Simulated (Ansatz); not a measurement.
Base system: LiCl in the rock salt structure (space group Fm-3m, No. 225; a = 5.150 Å).

Structures relaxed with PBE, PAW, 420 eV (Ansatz, an electronic-structure program; no spin-orbit coupling).

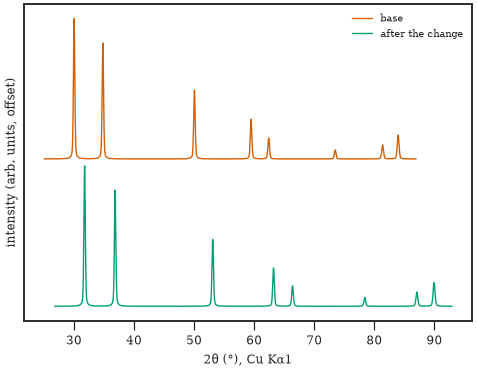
Simulated powder patterns before (top) and after one change

Name the change that was made.
(A) pressure 0.7 GPa
(B) pressure 1.5 GPa
(C) pressure 10 GPa
(D) pressure 7.5 GPa

D, pressure 7.5 GPa. Its volume per atom is 14.48 Å³ against 17.08 Å³, and its space group is Fm-3m (No. 225).

Load acts through the strain it causes; cell and atoms are relaxed under it. No phonon test of stability was made. Competing high-pressure phases were not computed.
